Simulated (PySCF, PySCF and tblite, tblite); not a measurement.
# Allyl Fluoride (C₃H₅F): conformers and averaged spectra

Aim: find the conformers of Allyl Fluoride (C₃H₅F) (`C=CCF`), weigh them, and average their properties.

Programs: PySCF 2.14.0 with density-fitted response routines of our own, and tblite 0.8.0. All values are computed, except where a source is named. Atoms count from 0 throughout.

## Step 1: The starting structure

9 atoms, charge 0, multiplicity 1; geometry from: MMFF94s geometry.

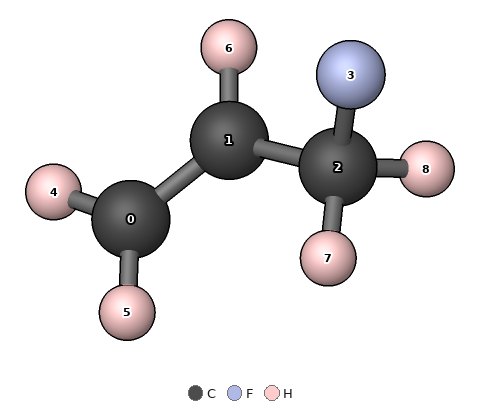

The starting geometry (carbon dark grey, fluorine light blue, hydrogen pink), atoms numbered.

## Step 2: GFN2-xTB relaxation, conformer 1

What the job is given:

```
{"job": {"xc": "GFN2-xTB", "basis": "xTB", "kind": "relax"}, "charge": 0, "multiplicity": 1}
C      1.396500     0.195200     0.159100
C      0.247000    -0.470700    -0.075200
C     -1.098300     0.135400    -0.134700
F     -1.938700    -0.465900     0.739700
H      2.338700    -0.324200     0.215800
H      1.392200     1.272800     0.306000
H      0.290200    -1.550400    -0.201000
H     -1.089000     1.211900     0.101900
H     -1.525000     0.001800    -1.136800
```

The run is started by

```sh
> OMP_NUM_THREADS=1 python ens_run.py task.json out
```

One launch serves the whole session.

Output:

```text
step      E/eV     max force
  0    -371.73145    2.151
  1    -371.75976    1.689
  2    -371.77997    0.203
  3    -371.78128    0.099
  4    -371.78199    0.072
  5    -371.78244    0.073
  6    -371.78284    0.049
  7    -371.78307    0.040
  8    -371.78327    0.036
  9    -371.78327    0.036
 10    -371.78336    0.033
 11    -371.78355    0.043
 12    -371.78364    0.056
 13    -371.78378    0.055
 14    -371.78394    0.041
 15    -371.78413    0.050
 16    -371.78441    0.050
 17    -371.78464    0.043
 18    -371.78478    0.033
 19    -371.78485    0.030
 20    -371.78492    0.023
 21    -371.78499    0.021
 22    -371.78505    0.028
 23    -371.78512    0.028
 24    -371.78522    0.038
 25    -371.78538    0.056
 26    -371.78558    0.065
 27    -371.78583    0.060
 28    -371.78613    0.051
 29    -371.78651    0.071
 30    -371.78698    0.070
 31    -371.78748    0.078
 32    -371.78796    0.063
 33    -371.78836    0.050
 34    -371.78867    0.048
 35    -371.78885    0.026
 36    -371.78890    0.021
 37    -371.78893    0.017
 38    -371.78896    0.024
 39    -371.78899    0.017
 40    -371.78901    0.007
 41    -371.78901    0.004
```

Wall time 0.12 s (1 thread of Arm Neoverse V1, shared host).

The energy fell by 0.058 eV, and the atoms moved 0.13 Å (root mean square).

**GFN2-xTB relaxation, conformer 2**

What the job is given:

```
{"job": {"xc": "GFN2-xTB", "basis": "xTB", "kind": "relax"}, "charge": 0, "multiplicity": 1}
C      1.313200    -0.381100     0.282300
C      0.290400     0.487100     0.086200
C     -1.097100     0.092400    -0.252900
F     -1.246400    -1.245600    -0.376200
H      2.298900    -0.030700     0.545100
H      1.150800    -1.451000     0.183000
H      0.485500     1.550400     0.198900
H     -1.793500     0.445800     0.520100
H     -1.388100     0.538700    -1.211600
```

Output:

```text
step      E/eV     max force
  0    -371.73601    2.464
  1    -371.76595    1.941
  2    -371.79248    0.193
  3    -371.79403    0.098
  4    -371.79483    0.072
  5    -371.79515    0.064
  6    -371.79558    0.046
  7    -371.79576    0.039
  8    -371.79576    0.039
  9    -371.79584    0.027
 10    -371.79596    0.024
 11    -371.79598    0.026
 12    -371.79602    0.025
 13    -371.79608    0.016
 14    -371.79609    0.011
 15    -371.79610    0.009
 16    -371.79611    0.008
 17    -371.79611    0.005
 18    -371.79612    0.005
 19    -371.79612    0.005
 20    -371.79612    0.007
 21    -371.79613    0.006
 22    -371.79613    0.005
 23    -371.79613    0.004
```

Run time: 0.1 s. Hardware: 1 thread of Arm Neoverse V1, shared host.

Gain 0.060 eV; displacement 0.02 Å root mean square.

## Step 3: DFT optimisation, start 1: PBE0-D3(BJ)/def2-SVP

What the job is given:

```
{"job": {"kind": "geom", "xc": "PBE0", "basis": "def2-SVP", "d3": "d3bj", "grid": 1, "maxiter": 40}, "charge": 0, "multiplicity": 1}
C      1.387361     0.194610     0.115655
C      0.263802    -0.485277    -0.005150
C     -1.086345     0.146110    -0.121818
F     -2.020019    -0.566027     0.595699
H      2.342788    -0.296596     0.174314
H      1.398586     1.271799     0.150142
H      0.257818    -1.565998    -0.033706
H     -1.097766     1.170443     0.263812
H     -1.432663     0.136930    -1.164128
```

Output:

```text
step      E/eV     max force
  0     -5897.58678   0.9131
  1     -5897.62133   0.3784
  2     -5897.61757   0.2853
  3     -5897.62555   0.1198
  4     -5897.62727   0.0138
```

It took 8.7 s on 1 thread of Arm Neoverse V1, shared host; peak memory 0.32 GiB.

The energy fell by 0.040 eV, and the atoms moved 0.08 Å (root mean square).

## Step 4: DFT optimisation, start 2: PBE0-D3(BJ)/def2-SVP

What the job is given:

```
{"job": {"kind": "geom", "xc": "PBE0", "basis": "def2-SVP", "d3": "d3bj", "grid": 1, "maxiter": 40}, "charge": 0, "multiplicity": 1}
C      1.301126    -0.373528     0.282595
C      0.315569     0.483099     0.098671
C     -1.087711     0.103194    -0.253720
F     -1.422150    -1.144715     0.205971
H      2.295108    -0.048846     0.535083
H      1.145949    -1.434746     0.185420
H      0.460246     1.550476     0.193876
H     -1.805203     0.806359     0.188771
H     -1.225372     0.087095    -1.342627
```

Output:

```text
step      E/eV     max force
  0     -5897.58468   0.8997
  1     -5897.65168   0.3559
  2     -5897.65182   0.8029
  3     -5897.67018   0.5931
  4     -5897.68011   0.1540
  5     -5897.68201   0.1303
  6     -5897.68276   0.0498
  7     -5897.68290   0.0147
```

Run time: 13 s. Hardware: 1 thread of Arm Neoverse V1, shared host; peak memory 0.32 GiB.

Gain 0.098 eV; displacement 0.24 Å root mean square.

## Step 5: Shieldings, conformer 1: PBE0/pcSseg-2

What the job is given:

```
{"job": {"xc": "PBE0", "basis": "pcSseg-2", "kind": "nmr", "pop": true}, "charge": 0, "multiplicity": 1}
C      1.383921     0.196203     0.145015
C      0.252359    -0.485740    -0.026223
C     -1.099129     0.136415    -0.124776
F     -1.993557    -0.513308     0.692574
H      2.355265    -0.303923     0.169570
H      1.383894     1.285472     0.259720
H      0.273330    -1.576991    -0.133369
H     -1.065310     1.204043     0.154178
H     -1.477211     0.063823    -1.161868
```

Output:

```text
coarse grid: 7448 points
cycle   1  E = -216.9377741742  dE =  2.852e-01  |g| = 4.882e-01  |ddm| = 1.895e+00
cycle   2  E = -216.9099485230  dE =  2.783e-02  |g| = 6.692e-01  |ddm| = 7.097e-01
cycle   3  E = -216.9796978999  dE = -6.975e-02  |g| = 6.589e-02  |ddm| = 4.182e-01
cycle   4  E = -216.9803928593  dE = -6.950e-04  |g| = 2.621e-02  |ddm| = 4.916e-02
cycle   5  E = -216.9805497305  dE = -1.569e-04  |g| = 5.707e-03  |ddm| = 2.038e-02
cycle   6  E = -216.9805544702  dE = -4.740e-06  |g| = 3.181e-03  |ddm| = 5.183e-03
cycle   7  E = -216.9805569965  dE = -2.526e-06  |g| = 3.161e-04  |ddm| = 1.954e-03
final grid: 72088 points
cycle   8  E = -216.9817028314  dE = -7.000e-05  |g| = 6.198e-03  |ddm| = 3.107e-02
cycle   9  E = -216.9816999936  dE =  2.838e-06  |g| = 7.518e-03  |ddm| = 8.473e-03
cycle  10  E = -216.9817118883  dE = -1.189e-05  |g| = 1.060e-03  |ddm| = 4.258e-03
cycle  11  E = -216.9817120503  dE = -1.621e-07  |g| = 2.806e-04  |ddm| = 7.820e-04
cycle  12  E = -216.9817120626  dE = -1.224e-08  |g| = 5.664e-05  |ddm| = 1.630e-04
cycle  13  E = -216.9817120630  dE = -4.632e-10  |g| = 3.654e-05  |ddm| = 5.714e-05
cycle  14  E = -216.9817120634  dE = -3.312e-10  |g| = 3.557e-06  |ddm| = 2.458e-05
converged SCF energy = -216.9817120634

GIAO shielding tensors (ppm)
atom      isotropic    diamagn.    paramagn.     s11        s22        s33       span
  0 C       56.863     253.443    -196.580    -58.719     68.635    160.673    219.391
  1 C       34.419     253.610    -219.191    -89.783     42.652    150.388    240.171
  2 C       95.528     237.263    -141.735     63.715     78.268    144.601     80.887
  3 F      410.300     465.287     -54.987    378.992    394.862    457.045     78.053
  4 H       25.798      29.901      -4.103     23.201     25.182     29.011      5.809
  5 H       25.740      31.368      -5.628     22.808     25.386     29.026      6.218
  6 H       24.778      30.677      -5.899     22.322     24.504     27.509      5.188
  7 H       26.597      29.528      -2.931     23.429     26.394     29.967      6.539
  8 H       26.243      28.430      -2.188     22.962     26.555     29.210      6.248
```

Wall time 14 s (1 thread of Arm Neoverse V1, shared host); peak memory 0.97 GiB.

This run: HOMO -7.98 eV, LUMO -0.32 eV; dipole 1.81 D.

## Step 6: Single-point energy, conformer 1: B3LYP/def2-TZVP

Changed since step 5:

```diff
@@ -1,2 +1,2 @@
-{"job": {"xc": "PBE0", "basis": "pcSseg-2", "kind": "nmr", "pop": true}, "charge": 0, "multiplicity": 1}
+{"job": {"xc": "B3LYP", "basis": "def2-TZVP", "kind": "sp"}, "charge": 0, "multiplicity": 1}
 C      1.383921     0.196203     0.145015
```

Output:

```text
coarse grid: 7448 points
cycle   1  E = -217.1836729238  dE =  2.736e-01  |g| = 5.244e-01  |ddm| = 2.097e+00
cycle   2  E = -217.1388244790  dE =  4.485e-02  |g| = 7.720e-01  |ddm| = 9.605e-01
cycle   3  E = -217.2323324875  dE = -9.351e-02  |g| = 7.814e-02  |ddm| = 6.082e-01
cycle   4  E = -217.2333412520  dE = -1.009e-03  |g| = 3.189e-02  |ddm| = 6.502e-02
cycle   5  E = -217.2335704081  dE = -2.292e-04  |g| = 6.517e-03  |ddm| = 2.298e-02
cycle   6  E = -217.2335763309  dE = -5.923e-06  |g| = 3.867e-03  |ddm| = 6.003e-03
cycle   7  E = -217.2335800645  dE = -3.734e-06  |g| = 4.029e-04  |ddm| = 2.401e-03
final grid: 72088 points
cycle   8  E = -217.2321167323  dE = -3.968e-05  |g| = 5.535e-03  |ddm| = 3.608e-02
cycle   9  E = -217.2321121276  dE =  4.605e-06  |g| = 7.548e-03  |ddm| = 7.395e-03
cycle  10  E = -217.2321229490  dE = -1.082e-05  |g| = 9.546e-04  |ddm| = 4.435e-03
cycle  11  E = -217.2321230832  dE = -1.342e-07  |g| = 2.148e-04  |ddm| = 8.517e-04
cycle  12  E = -217.2321230926  dE = -9.392e-09  |g| = 2.859e-05  |ddm| = 1.733e-04
cycle  13  E = -217.2321230927  dE = -1.217e-10  |g| = 1.687e-05  |ddm| = 3.148e-05
converged SCF energy = -217.2321230927
```

It took 3.4 s on 1 thread of Arm Neoverse V1, shared host; peak memory 0.6 GiB.

Key values: HOMO -7.73 eV, LUMO -0.49 eV; dipole 1.76 D.

## Step 7: Shieldings, conformer 2: PBE0/pcSseg-2

What the job is given:

```
{"job": {"xc": "PBE0", "basis": "pcSseg-2", "kind": "nmr", "pop": false}, "charge": 0, "multiplicity": 1}
C      1.279089    -0.375324     0.366448
C      0.323801     0.481488     0.011360
C     -1.090905     0.092897    -0.255312
F     -1.292255    -1.248710    -0.088245
H      2.302618    -0.040809     0.550077
H      1.058329    -1.439324     0.481673
H      0.542717     1.549573    -0.105136
H     -1.772253     0.640948     0.422558
H     -1.373579     0.367648    -1.289384
```

Output:

```text
coarse grid: 7448 points
cycle   1  E = -216.9349903209  dE =  3.045e-01  |g| = 4.984e-01  |ddm| = 1.890e+00
cycle   2  E = -216.8982808838  dE =  3.671e-02  |g| = 6.999e-01  |ddm| = 7.428e-01
cycle   3  E = -216.9799705157  dE = -8.169e-02  |g| = 7.589e-02  |ddm| = 4.539e-01
cycle   4  E = -216.9809258302  dE = -9.553e-04  |g| = 3.392e-02  |ddm| = 5.935e-02
cycle   5  E = -216.9811926918  dE = -2.669e-04  |g| = 8.910e-03  |ddm| = 2.490e-02
cycle   6  E = -216.9812082717  dE = -1.558e-05  |g| = 3.364e-03  |ddm| = 6.909e-03
cycle   7  E = -216.9812109023  dE = -2.631e-06  |g| = 1.810e-04  |ddm| = 2.055e-03
final grid: 72088 points
cycle   8  E = -216.9823289212  dE = -6.915e-05  |g| = 6.035e-03  |ddm| = 3.456e-02
cycle   9  E = -216.9823260103  dE =  2.911e-06  |g| = 7.374e-03  |ddm| = 7.743e-03
cycle  10  E = -216.9823373839  dE = -1.137e-05  |g| = 1.006e-03  |ddm| = 4.110e-03
cycle  11  E = -216.9823375316  dE = -1.476e-07  |g| = 3.455e-04  |ddm| = 7.643e-04
cycle  12  E = -216.9823375538  dE = -2.221e-08  |g| = 9.846e-05  |ddm| = 2.303e-04
cycle  13  E = -216.9823375559  dE = -2.137e-09  |g| = 3.148e-05  |ddm| = 7.610e-05
cycle  14  E = -216.9823375561  dE = -2.184e-10  |g| = 2.793e-06  |ddm| = 2.167e-05
converged SCF energy = -216.9823375561

GIAO shielding tensors (ppm)
atom      isotropic    diamagn.    paramagn.     s11        s22        s33       span
  0 C       61.797     252.353    -190.556    -58.252     65.874    177.767    236.019
  1 C       36.952     255.726    -218.774    -87.427     53.093    145.189    232.616
  2 C       97.837     235.123    -137.286     69.866     75.215    148.429     78.564
  3 F      428.964     468.321     -39.357    381.200    450.656    455.037     73.836
  4 H       25.767      29.868      -4.101     23.135     25.364     28.800      5.665
  5 H       25.413      30.904      -5.491     22.463     24.307     29.468      7.005
  6 H       25.064      31.034      -5.970     23.529     24.543     27.120      3.592
  7 H       26.303      27.985      -1.681     22.583     25.994     30.334      7.751
  8 H       26.299      28.005      -1.706     22.582     25.990     30.324      7.742
```

Run time: 13 s. Hardware: 1 thread of Arm Neoverse V1, shared host; peak memory 0.98 GiB.

This run: HOMO -7.66 eV, LUMO 0.07 eV; dipole 1.70 D.

## Step 8: Single-point energy, conformer 2: B3LYP/def2-TZVP

Changed since step 7:

```diff
@@ -1,2 +1,2 @@
-{"job": {"xc": "PBE0", "basis": "pcSseg-2", "kind": "nmr", "pop": false}, "charge": 0, "multiplicity": 1}
+{"job": {"xc": "B3LYP", "basis": "def2-TZVP", "kind": "sp"}, "charge": 0, "multiplicity": 1}
 C      1.279089    -0.375324     0.366448
```

Output:

```text
coarse grid: 7448 points
cycle   1  E = -217.1805587749  dE =  2.926e-01  |g| = 5.347e-01  |ddm| = 2.100e+00
cycle   2  E = -217.1239612671  dE =  5.660e-02  |g| = 8.055e-01  |ddm| = 1.018e+00
cycle   3  E = -217.2323271111  dE = -1.084e-01  |g| = 8.903e-02  |ddm| = 6.562e-01
cycle   4  E = -217.2336694107  dE = -1.342e-03  |g| = 4.032e-02  |ddm| = 7.408e-02
cycle   5  E = -217.2340397126  dE = -3.703e-04  |g| = 1.151e-02  |ddm| = 2.799e-02
cycle   6  E = -217.2340667907  dE = -2.708e-05  |g| = 3.915e-03  |ddm| = 8.846e-03
cycle   7  E = -217.2340703956  dE = -3.605e-06  |g| = 2.491e-04  |ddm| = 2.534e-03
final grid: 72088 points
cycle   8  E = -217.2324145877  dE = -4.029e-05  |g| = 5.403e-03  |ddm| = 3.948e-02
cycle   9  E = -217.2324101267  dE =  4.461e-06  |g| = 7.414e-03  |ddm| = 7.178e-03
cycle  10  E = -217.2324203527  dE = -1.023e-05  |g| = 9.195e-04  |ddm| = 4.289e-03
cycle  11  E = -217.2324204783  dE = -1.257e-07  |g| = 2.842e-04  |ddm| = 8.067e-04
cycle  12  E = -217.2324204943  dE = -1.599e-08  |g| = 1.109e-04  |ddm| = 2.212e-04
cycle  13  E = -217.2324204973  dE = -2.944e-09  |g| = 2.729e-05  |ddm| = 8.479e-05
cycle  14  E = -217.2324204974  dE = -1.664e-10  |g| = 3.162e-06  |ddm| = 1.986e-05
converged SCF energy = -217.2324204974
```

It took 3.3 s on 1 thread of Arm Neoverse V1, shared host; peak memory 0.61 GiB.

In short: HOMO -7.41 eV, LUMO -0.11 eV; dipole 1.66 D.

## Step 9: Couplings, conformer 1: B3LYP/pcJ-1

What the job is given:

```
{"job": {"xc": "B3LYP", "basis": "pcJ-1", "kind": "j"}, "charge": 0, "multiplicity": 1}
C      1.383921     0.196203     0.145015
C      0.252359    -0.485740    -0.026223
C     -1.099129     0.136415    -0.124776
F     -1.993557    -0.513308     0.692574
H      2.355265    -0.303923     0.169570
H      1.383894     1.285472     0.259720
H      0.273330    -1.576991    -0.133369
H     -1.065310     1.204043     0.154178
H     -1.477211     0.063823    -1.161868
```

Output:

```text
coarse grid: 7448 points
cycle   1  E = -217.0665130110  dE =  2.523e-01  |g| = 5.120e-01  |ddm| = 2.272e+00
cycle   2  E = -217.0339017511  dE =  3.261e-02  |g| = 7.156e-01  |ddm| = 7.714e-01
cycle   3  E = -217.1117625115  dE = -7.786e-02  |g| = 7.016e-02  |ddm| = 4.460e-01
cycle   4  E = -217.1125140474  dE = -7.515e-04  |g| = 3.433e-02  |ddm| = 6.718e-02
cycle   5  E = -217.1127721676  dE = -2.581e-04  |g| = 8.821e-03  |ddm| = 2.748e-02
cycle   6  E = -217.1127871033  dE = -1.494e-05  |g| = 3.763e-03  |ddm| = 7.923e-03
cycle   7  E = -217.1127905911  dE = -3.488e-06  |g| = 3.947e-04  |ddm| = 2.621e-03
final grid: 72088 points
cycle   8  E = -217.1479650608  dE = -8.817e-05  |g| = 5.775e-03  |ddm| = 1.272e-02
cycle   9  E = -217.1479598660  dE =  5.195e-06  |g| = 8.085e-03  |ddm| = 8.233e-03
cycle  10  E = -217.1479716122  dE = -1.175e-05  |g| = 7.983e-04  |ddm| = 4.807e-03
cycle  11  E = -217.1479716956  dE = -8.345e-08  |g| = 3.815e-04  |ddm| = 7.468e-04
cycle  12  E = -217.1479717228  dE = -2.722e-08  |g| = 9.071e-05  |ddm| = 2.583e-04
cycle  13  E = -217.1479717248  dE = -2.018e-09  |g| = 1.897e-05  |ddm| = 7.604e-05
cycle  14  E = -217.1479717249  dE = -8.367e-11  |g| = 3.592e-06  |ddm| = 1.376e-05
converged SCF energy = -217.1479717249

Indirect spin-spin couplings (Hz)
  i      j    bonds     total        FC       PSO       DSO        SD
  0 C    1 C    1     80.800    86.662   -10.143     0.136     4.144
  0 C    2 C    2      4.011     4.197    -0.078    -0.036    -0.073
  0 C    3 F    3      9.870    11.744    -0.553    -0.334    -0.987
  0 C    4 H    1    171.033   169.728     0.419     0.500     0.386
  0 C    5 H    1    164.686   163.354     0.438     0.536     0.357
  0 C    6 H    2      0.508     2.262    -1.180    -0.546    -0.028
  0 C    7 H    3      5.985     6.319    -0.248    -0.003    -0.083
  0 C    8 H    3      6.763     6.835     0.244    -0.361     0.045
  1 C    2 C    1     51.555    51.915    -1.544     0.230     0.954
  1 C    3 F    2     18.475    21.520    -3.683    -0.077     0.714
  1 C    4 H    2     -0.908     0.918    -1.285    -0.525    -0.016
  1 C    5 H    2     -1.689     0.289    -1.419    -0.508    -0.052
  1 C    6 H    1    164.453   163.135     0.197     0.806     0.316
  1 C    7 H    2     -1.252    -0.960    -0.160    -0.171     0.039
  1 C    8 H    2     -4.795    -4.752     0.038    -0.135     0.054
  2 C    3 F    1   -233.328  -283.208    27.613     0.633    21.633
  2 C    4 H    3     15.179    15.209     0.401    -0.452     0.021
  2 C    5 H    3      8.721     8.826    -0.102     0.042    -0.043
  2 C    6 H    2      1.511     1.662     0.019    -0.205     0.036
  2 C    7 H    1    153.986   153.181    -0.317     0.979     0.144
  2 C    8 H    1    152.333   151.461    -0.211     0.955     0.128
  3 F    4 H    4     -2.252    -2.651     1.391    -1.318     0.327
  3 F    5 H    4     -6.142    -4.895     0.641    -1.032    -0.856
  3 F    6 H    3     10.499     9.449     1.384    -0.310    -0.024
  3 F    7 H    2     53.469    46.927    11.148    -1.455    -3.151
  3 F    8 H    2     53.434    47.757    10.588    -1.424    -3.486
  4 H    5 H    2      1.824     1.419     3.700    -3.497     0.202
  4 H    6 H    3     11.655    12.113     0.250    -0.688    -0.020
  4 H    7 H    4     -0.933    -0.803     1.530    -1.680     0.019
  4 H    8 H    4     -2.381    -2.287     1.479    -1.612     0.039
  5 H    6 H    3     18.805    19.045     2.718    -3.252     0.294
  5 H    7 H    4     -0.831    -0.938    -1.447     1.474     0.079
  5 H    8 H    4     -2.838    -2.694     0.859    -0.982    -0.020
  6 H    7 H    3     11.203    11.406     2.793    -2.946    -0.049
  6 H    8 H    3      3.536     3.526     0.825    -0.889     0.074
  7 H    8 H    2    -12.715   -13.092     2.143    -2.121     0.355
```

Wall time 14 s (1 thread of Arm Neoverse V1, shared host); peak memory 0.7 GiB.

This run: HOMO -7.72 eV, LUMO -0.40 eV; dipole 1.83 D.

[end of part 1 of 2]
